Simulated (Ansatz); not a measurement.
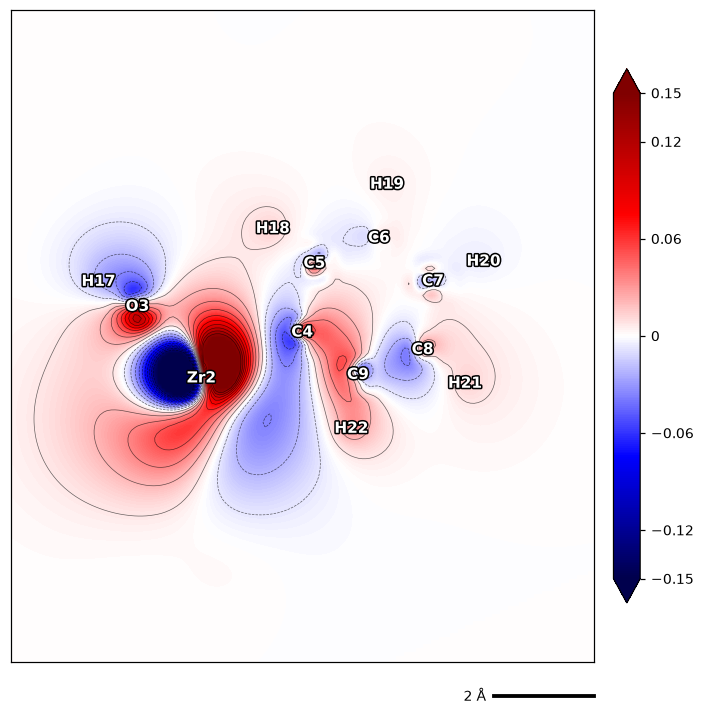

The picture shows: C$_{12}$H$_{12}$O$_{2}$Zr (SMILES [OH][Zr]([OH])([c]1ccccc1)[c]1ccccc1). The LUMO on the plane of atoms C6, C7 and C8 (values in Å⁻³ᐟ²; the overall sign is arbitrary).

Geometry: PBE0-D4/def2-TZVP; core potentials replace the inner electrons of Zr.

Theory: RKS PBE0-D4/def2-TZVPP (Ansatz 0.2.0).

```csv
atom,x (Å),y (Å),z (Å)
O,-0.7085,-2.3621,2.0474
Zr,-0.6900,-1.6039,0.2824
O,-1.4336,-2.6158,-1.1720
C,-1.7704,0.3386,0.3407
C,-2.7084,0.7510,-0.6141
C,-3.2885,2.0106,-0.5664
C,-2.9404,2.8949,0.4449
C,-2.0137,2.5160,1.4053
C,-1.4413,1.2531,1.3496
C,1.4288,-1.1338,-0.2006
C,1.7213,-0.6069,-1.4652
C,3.0058,-0.2135,-1.8131
C,4.0378,-0.3430,-0.8950
C,3.7803,-0.8633,0.3654
C,2.4918,-1.2515,0.7037
H,-0.9303,-2.9114,2.7936
H,-1.7624,-3.3482,-1.6850
H,-2.9963,0.0759,-1.4158
H,-4.0128,2.3059,-1.3183
H,-3.3918,3.8802,0.4846
H,-1.7394,3.2052,2.1969
H,-0.7185,0.9831,2.1174
H,0.9320,-0.4949,-2.2065
H,3.2040,0.1930,-2.7991
H,5.0438,-0.0384,-1.1621
H,4.5865,-0.9648,1.0844
H,2.3143,-1.6557,1.6969
```

Describe this orbital and give its energy.

It lies mainly on Zr2 (about 40 %), C4 (about 5 %), C10 (about 5 %), C7 (about 5 %) and C13 (about 5 %). Its energy is −1.36 eV.
